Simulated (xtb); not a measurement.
**Run report: C2H6ClSi2 (charge −1), geometry relaxation (part 1 of 3)**

The run: geometry relaxation of C2H6ClSi2, charge −1, SMILES Cl[SiH-][SiH]1CC1. Method and program: GFN2-xTB (xtb 6.7.1).

The geometry comes from this level: GFN2-xTB.

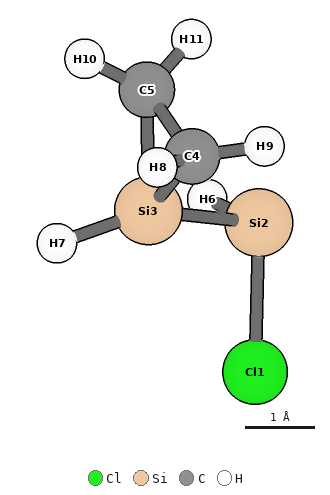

The starting structure (ball-and-stick view, seen at an oblique angle; atoms are numbered from 1 in the order of the input). Bond lengths as drawn: Cl–Si 2.25 Å, C–C 1.51 Å, C–H 1.08 Å, C–Si 1.90 Å, H–Si 1.50 to 1.51 Å and Si–Si 2.24 Å.

### Results in brief

```json
{"quantity": "outcome", "value": "converged"}
{"quantity": "electrons treated", "value": "30"}
{"quantity": "total energy", "value": "−15.515648 hartree"}
{"quantity": "dispersion energy", "value": "−0.009547 hartree"}
{"quantity": "basis functions", "value": "44"}
{"quantity": "HOMO", "value": "−4.22 eV"}
{"quantity": "LUMO", "value": "−1.20 eV"}
{"quantity": "zero-point energy", "value": "0.070000 hartree"}
{"quantity": "wavenumbers, lowest and highest", "value": "53 and 3019 cm⁻¹"}
{"quantity": "hardware", "value": "1 thread of Intel Xeon @ 2.90GHz (Ice Lake), 192 GiB of memory available, shared host"}
{"quantity": "wall time", "value": "1.1 s"}
{"quantity": "peak memory", "value": "0.069 GiB"}
```

### Input file (struc.xyz)
```
11

Cl    -0.553220     2.310150     3.008650
Si    -1.111890     1.651090     0.929510
Si     0.548030     0.243140     0.411170
C     -0.121220    -1.450590    -0.124380
C      0.183290    -0.532330    -1.281370
H     -0.587310     2.940110     0.344620
H      2.004820    -0.083820     0.546210
H      0.498290    -2.337550    -0.058900
H     -1.167640    -1.696740     0.013340
H      0.982450    -0.850960    -1.938910
H     -0.675600    -0.192510    -1.849930
```

Run as:
```bash
xtb struc.xyz --gfn 2 --ohess vtight -c -1 -P 1 > struc.out
```

### What the program printed
```
* xtb version 6.7.1
   ID    Z sym.   atoms
    1   17 Cl     1
    2   14 Si     2, 3
    3    6 C      4, 5
    4    1 H      6-11

           -------------------------------------------------
          |                Calculation Setup                |
           -------------------------------------------------

          program call               : xtb struc.xyz --gfn 2 --ohess vtight -c -1 -P 1
          coordinate file            : struc.xyz
          omp threads                :                     1

           -------------------------------------------------
          |                 G F N 2 - x T B                 |
           -------------------------------------------------

      * Hamiltonian:
        H0-scaling (s, p, d)           1.850000    2.230000    2.230000
        zeta-weighting                 0.500000
      * Dispersion:
        s8                             2.700000
        a1                             0.520000
        a2                             5.000000
        s9                             5.000000
      * Repulsion:
        kExp                           1.500000    1.000000
        rExp                           1.000000
      * Coulomb:
        alpha                          2.000000
        third order                    shell-resolved
        anisotropic                    true
        a3                             3.000000
        a5                             4.000000
        cn-shift                       1.200000
        cn-exp                         4.000000
        max-rad                        5.000000

          ...................................................
          :                      SETUP                      :
          :.................................................:
          :  # basis functions                  44          :
          :  # atomic orbitals                  41          :
          :  # shells                           19          :
          :  # electrons                        30          :
          :  max. iterations                   250          :
          :  Hamiltonian                  GFN2-xTB          :
          :  restarted?                      false          :
          :  GBSA solvation                  false          :
          :  PC potential                    false          :
          :  electronic temp.          300.0000000     K    :
          :  accuracy                    1.0000000          :
          :  -> integral cutoff          0.2500000E+02      :
          :  -> integral neglect         0.1000000E-07      :
          :  -> SCF convergence          0.1000000E-05 Eh   :
          :  -> wf. convergence          0.1000000E-03 e    :
          :  Broyden damping             0.4000000          :
          :  net charge                         -1          :
          :  unpaired electrons                  0          :
          ...................................................

 iter      E             dE          RMSdq      gap      omega  full diag
   1    -15.5833531 -0.155834E+02  0.120E+01    2.62       0.0  T
   2    -15.6390637 -0.557106E-01  0.809E+00    2.67       1.0  T
   3    -15.6282091  0.108546E-01  0.450E+00    2.92       1.0  T
   4    -15.6169848  0.112243E-01  0.267E+00    2.80       1.0  T
   5    -15.6500148 -0.330300E-01  0.119E+00    3.01       1.0  T
   6    -15.6521509 -0.213614E-02  0.519E-01    3.03       1.0  T
   7    -15.6524456 -0.294668E-03  0.188E-01    3.02       1.0  T
   8    -15.6524919 -0.462940E-04  0.990E-02    3.02       1.0  T
   9    -15.6524951 -0.318806E-05  0.207E-02    3.02       1.5  T
  10    -15.6524952 -0.170375E-06  0.149E-02    3.02       2.0  T
  11    -15.6524955 -0.209438E-06  0.613E-03    3.02       4.9  T
  12    -15.6524955 -0.349696E-07  0.437E-03    3.02       6.9  T
  13    -15.6524955 -0.327890E-07  0.153E-03    3.02      19.7  T
  14    -15.6524955 -0.496544E-08  0.608E-04    3.02      49.6  T
  15    -15.6524955 -0.649626E-09  0.359E-04    3.02      84.1  T

   *** convergence criteria satisfied after 15 iterations ***

         #    Occupation            Energy/Eh            Energy/eV
      -------------------------------------------------------------
         1        2.0000           -0.8655141             -23.5518
       ...           ...                  ...                  ...
         9        2.0000           -0.2551767              -6.9437
        10        2.0000           -0.2469086              -6.7187
        11        2.0000           -0.2447794              -6.6608
        12        2.0000           -0.2377973              -6.4708
        13        2.0000           -0.2059042              -5.6029
        14        2.0000           -0.1727720              -4.7014
        15        2.0000           -0.1549081              -4.2153 (HOMO)
        16                         -0.0439368              -1.1956 (LUMO)
        17                         -0.0339634              -0.9242
        18                         -0.0112227              -0.3054
        19                          0.0530119               1.4425
        20                          0.0610514               1.6613
       ...                                ...                  ...
        41                          1.4697523              39.9940
      -------------------------------------------------------------
                  HL-Gap            0.1109714 Eh            3.0197 eV
             Fermi-level           -0.0994224 Eh           -2.7054 eV

 SCC (total)                   0 d,  0 h,  0 min,  0.014 sec
 SCC setup                      ...        0 min,  0.000 sec (  1.954%)
 Dispersion                     ...        0 min,  0.000 sec (  0.557%)
 classical contributions        ...        0 min,  0.000 sec (  0.227%)
 integral evaluation            ...        0 min,  0.002 sec ( 15.674%)
 iterations                     ...        0 min,  0.008 sec ( 59.349%)
 molecular gradient             ...        0 min,  0.003 sec ( 21.234%)
 printout                       ...        0 min,  0.000 sec (  0.879%)

         :::::::::::::::::::::::::::::::::::::::::::::::::::::
         ::                     SUMMARY                     ::
         :::::::::::::::::::::::::::::::::::::::::::::::::::::
         :: total energy             -15.515647722441 Eh    ::
         :: gradient norm              0.000568059427 Eh/a0 ::
         :: HOMO-LUMO gap              3.019684894274 eV    ::
         ::.................................................::
         :: SCC energy               -15.652482554290 Eh    ::
         :: -> isotropic ES            0.121277057269 Eh    ::
         :: -> anisotropic ES         -0.008125917495 Eh    ::
         :: -> anisotropic XC         -0.020391230142 Eh    ::
         :: -> dispersion             -0.009547202945 Eh    ::
         :: repulsion energy           0.136834831849 Eh    ::
         :: add. restraining           0.000000000000 Eh    ::
         :: total charge              -1.000000000000 e     ::
         :::::::::::::::::::::::::::::::::::::::::::::::::::::

      -----------------------------------------------------------
     |                   =====================                   |
     |                        A N C O P T                        |
     |                   =====================                   |
     |               Approximate Normal Coordinate               |
     |                Rational Function Optimizer                |
      -----------------------------------------------------------
      -----------------------------------------------------------
     |                   =====================                   |
     |                        A N C O P T                        |
     |                   =====================                   |
     |               Approximate Normal Coordinate               |
     |                Rational Function Optimizer                |
      -----------------------------------------------------------

          ...................................................
          :                      SETUP                      :
          :.................................................:
          :   optimization level         verytight          :
          :   max. optcycles                   220          :
          :   ANC micro-cycles                  20          :
          :   degrees of freedom                27          :
          :.................................................:
          :   RF solver                   davidson          :
          :   write xtbopt.log                true          :
          :   linear?                        false          :
          :   energy convergence         0.1000000E-06 Eh   :
          :   grad. convergence          0.2000000E-03 Eh/α :
          :   maxmium RF displ.          1.0000000          :
          :   Hlow (freq-cutoff)         0.1000000E-01      :
          :   Hmax (freq-cutoff)         5.0000000          :
          :   S6 in model hess.         20.0000000          :
          ...................................................

generating ANC from exact Hessian ...
Using Lindh-Hessian (1995)
 Shifting diagonal of input Hessian by    1.0315625458840726E-002
 Lowest  eigenvalues of input Hessian
    0.010000    0.000000    0.000000    0.000000    0.000000    0.000000
    0.000000    0.010666    0.011445    0.012131    0.013272    0.014675
    0.017138    0.025773    0.042847    0.043367    0.051133    0.072195
 Highest eigenvalues
    0.488072    0.678525    0.980727    1.082109    1.221413    1.457587

........................................................................
.............................. CYCLE    1 ..............................
........................................................................

 iter      E             dE          RMSdq      gap      omega  full diag
   1    -15.6524955 -0.156525E+02  0.216E-04    3.02       0.0  T
   2    -15.6524955 -0.334381E-10  0.156E-04    3.02     193.2  T
   3    -15.6524955 -0.719247E-11  0.152E-04    3.02     198.9  T
     SCC iter.                  ...        0 min,  0.002 sec
     gradient                   ...        0 min,  0.003 sec
 * total energy  :   -15.5156477 Eh     change       -0.2498908E-09 Eh
   gradient norm :     0.0005684 Eh/α   predicted     0.0000000E+00 (-100.00%)
   displ. norm   :     0.0093843 α      lambda       -0.1364169E-05
   maximum displ.:     0.0056721 α      in ANC's #6, #2, #11, ...

........................................................................
.............................. CYCLE    2 ..............................
........................................................................

 iter      E             dE          RMSdq      gap      omega  full diag
   1    -15.6522121 -0.156522E+02  0.270E-02    3.02       0.0  T
   2    -15.6522122 -0.788388E-07  0.187E-02    3.02       1.6  T
   3    -15.6522119  0.252952E-06  0.888E-03    3.02       3.4  T
   4    -15.6522122 -0.284216E-06  0.339E-03    3.02       8.9  T
   5    -15.6522122 -0.234637E-07  0.218E-03    3.02      13.8  T
   6    -15.6522122 -0.596620E-08  0.771E-04    3.02      39.1  T
   7    -15.6522122 -0.461332E-09  0.576E-04    3.02      52.3  T
     SCC iter.                  ...        0 min,  0.004 sec
     gradient                   ...        0 min,  0.003 sec
 * total energy  :   -15.5156476 Eh     change        0.1674791E-06 Eh
   gradient norm :     0.0004471 Eh/α   predicted    -0.6809065E-06 (-506.56%)
   displ. norm   :     0.0084963 α      lambda       -0.1447200E-05
   maximum displ.:     0.0072001 α      in ANC's #6, #4, #5, ...

........................................................................
.............................. CYCLE    3 ..............................
........................................................................

 iter      E             dE          RMSdq      gap      omega  full diag
   1    -15.6521646 -0.156522E+02  0.227E-02    3.02       0.0  T
   2    -15.6521647 -0.622261E-07  0.154E-02    3.02       2.0  T
   3    -15.6521645  0.151961E-06  0.672E-03    3.02       4.5  T
   4    -15.6521647 -0.175278E-06  0.254E-03    3.02      11.9  T
   5    -15.6521647 -0.801794E-08  0.178E-03    3.02      16.9  T
   6    -15.6521647 -0.852822E-08  0.832E-04    3.02      36.3  T
   7    -15.6521647 -0.105947E-08  0.552E-04    3.02      54.6  T
     SCC iter.                  ...        0 min,  0.004 sec
     gradient                   ...        0 min,  0.003 sec
 * total energy  :   -15.5156480 Eh     change       -0.4810825E-06 Eh
   gradient norm :     0.0003462 Eh/α   predicted    -0.7253254E-06 (  50.77%)
   displ. norm   :     0.0052789 α      lambda       -0.7871540E-06
   maximum displ.:     0.0025954 α      in ANC's #4, #11, #6, ...
```
